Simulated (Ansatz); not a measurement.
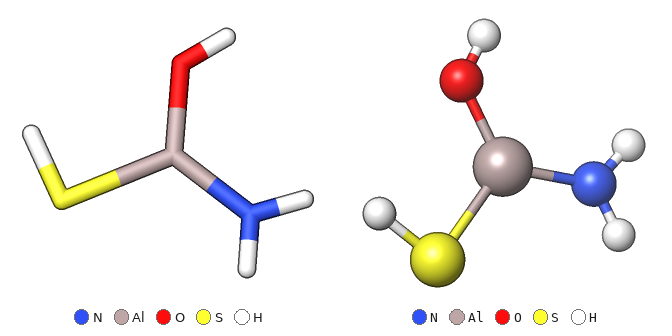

Two views of one molecule.

The geometry was computed by an optimisation with PBE0-D4/def2-TZVP.

Count the atoms of each element.

AlH4NOS, 8 atoms: 1 aluminium, 4 hydrogen, 1 nitrogen, 1 oxygen and 1 sulfur.

Give a SMILES string for it.

[NH2][Al]([OH])[SH]

Count the bonded pairs by element.

2 N–H, 1 Al–N, 1 Al–O, 1 Al–S, 1 O–H, 1 S–H.

More results for the same structure follow; atom numbers are the same in all pictures, views and colours differ.

**Shape**

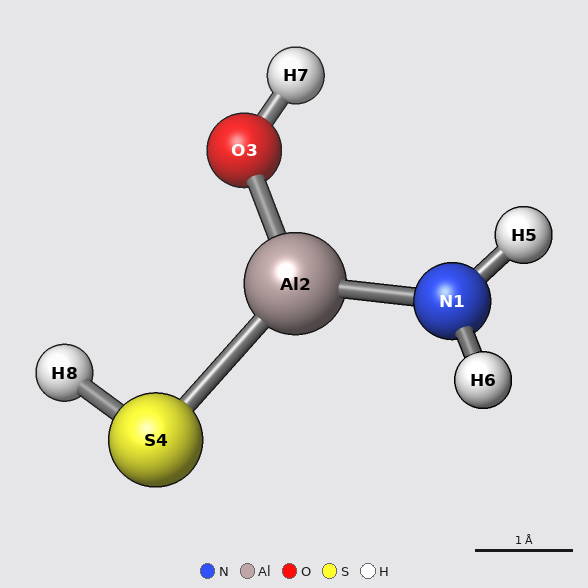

The atoms are numbered.

List the bonds and their lengths.

```csv
bond,length (Å)
N1–Al2,1.761
N1–H5,1.006
N1–H6,1.007
Al2–O3,1.693
Al2–S4,2.178
O3–H7,0.955
S4–H8,1.345
```

**Thermal motion**

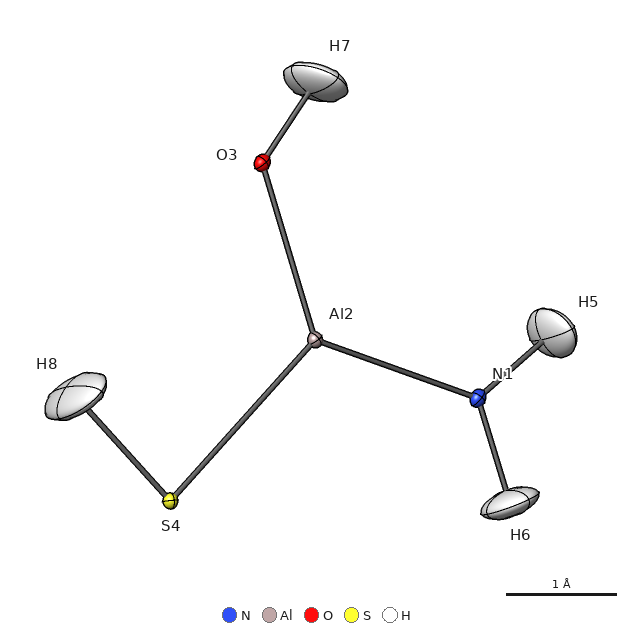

Displacement ellipsoids at the 50 % level, from the internal vibrations of the free molecule (harmonic, no overall translation or rotation; no half-axis is drawn under 0.075 Å). Vibrations computed with RKS PBE0-D4/def2-TZVP (Ansatz 0.2.0). Temperature: 100 K.

Which atom moves most?

H8, with U_eq = 0.0453 Å².

Does H8 move more along its bond or across it?

Across it: the root-mean-square amplitude is 0.083 Å along the bond and up to 0.314 Å across, since bending and torsion are softer than stretching.

List U_eq and the three principal root-mean-square amplitudes for each kind of atom.

```csv
atom,U_eq (Å²),rms amplitudes (Å)
N1,0.0021,"0.036, 0.040, 0.059"
Al2,0.0013,"0.030, 0.036, 0.042"
O3,0.0020,"0.032, 0.040, 0.057"
S4,0.00072,"0.015, 0.030, 0.032"
H5,0.0305,"0.085, 0.160, 0.242"
H6,0.0291,"0.078, 0.169, 0.229"
H7,0.0370,"0.082, 0.180, 0.268"
H8,0.0453,"0.082, 0.175, 0.314"
```

**Levels of theory compared**

Program: Ansatz 0.2.0.

At this fixed geometry, give dipole (D), vertical IP (eV), HOMO energy (eV) at these levels: B3LYP-D4/def2-TZVPP; PBE-D4/def2-TZVPP; r2SCAN-D4/def2-TZVPP; ωB97M-V/def2-TZVPP.

```json
{"level": "B3LYP-D4/def2-TZVPP", "dipole (D)": "2.58", "vertical IP (eV)": "9.33", "HOMO energy (eV)": "−7.01"}
{"level": "PBE-D4/def2-TZVPP", "dipole (D)": "2.51", "vertical IP (eV)": "9.03", "HOMO energy (eV)": "−5.96"}
{"level": "r2SCAN-D4/def2-TZVPP", "dipole (D)": "2.60", "vertical IP (eV)": "9.16", "HOMO energy (eV)": "−6.26"}
{"level": "ωB97M-V/def2-TZVPP", "dipole (D)": "2.62", "vertical IP (eV)": "9.71", "HOMO energy (eV)": "−9.51"}
```

**Charges**

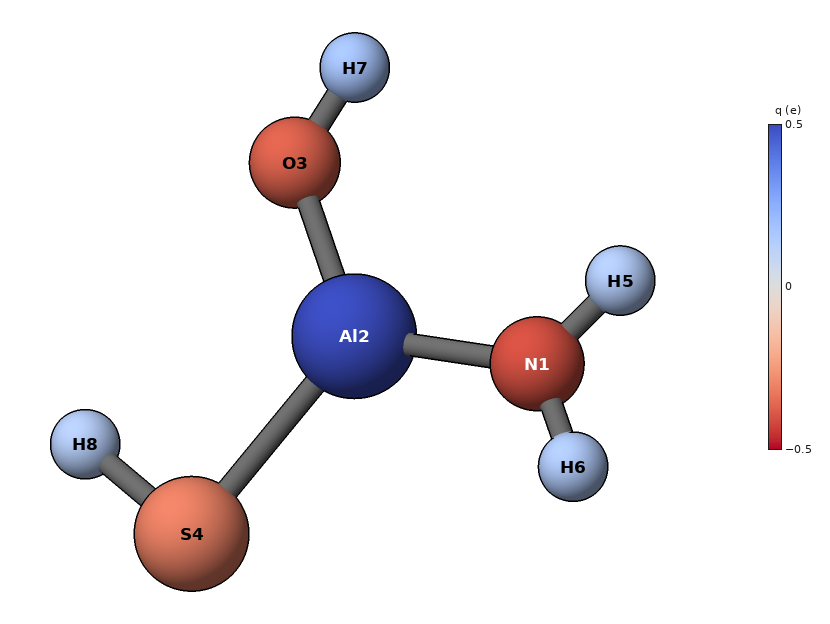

Atoms are coloured by their Mulliken charges. Level of theory: RKS PBE-D4/def2-TZVPP (Ansatz 0.2.0).

Which atom carries the highest charge (most positive or least negative)?

Al2 (0.49 e).

And the lowest?

N1 (−0.40 e).

Give the Mulliken charges atom by atom.

```
atom  value (e)
  N1      −0.40
 Al2       0.49
  O3      −0.37
  S4      −0.30
  H5       0.13
  H6       0.14
  H7       0.17
  H8       0.13
```

Mulliken values depend strongly on the basis set and can even reverse the polarity of a bond.
